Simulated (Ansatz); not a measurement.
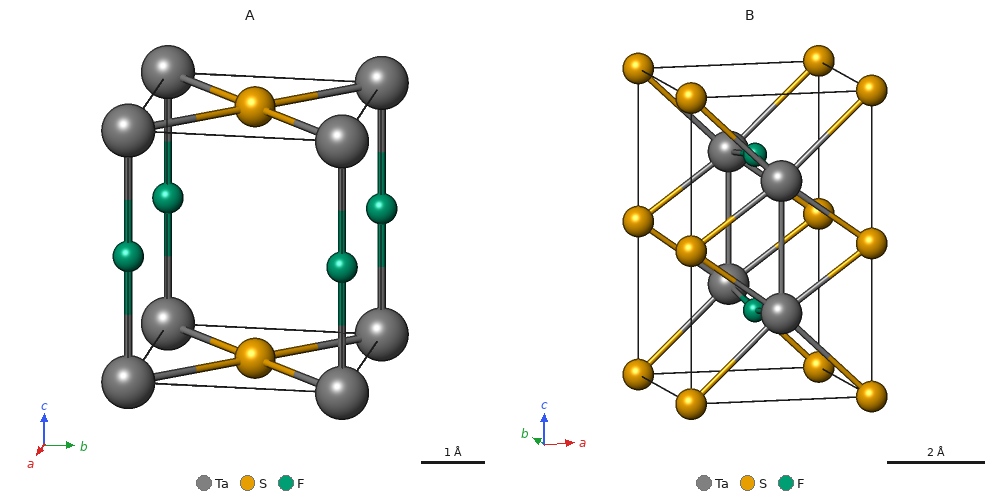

Two structures of TaSF, each relaxed to rest (conventional cells in solid outline, small ones repeated, not to one scale). Method: DFT PBE, scalar-relativistic, plane waves, PAW in Ansatz 0.2.0, without spin polarisation.

> What structure does each panel show?

A: 3 atoms a cell on a primitive tetragonal lattice, P4/mmm. B: 6 atoms a cell on a primitive orthorhombic lattice, Pmmm.

> Which of the two does the method prefer?

B is lower, by 43 meV/atom at this level of theory (energies at zero smearing). Volumes: A 16.7, B 17.0 Å³/atom.

One or both may be structure types tried for this composition rather than known phases.
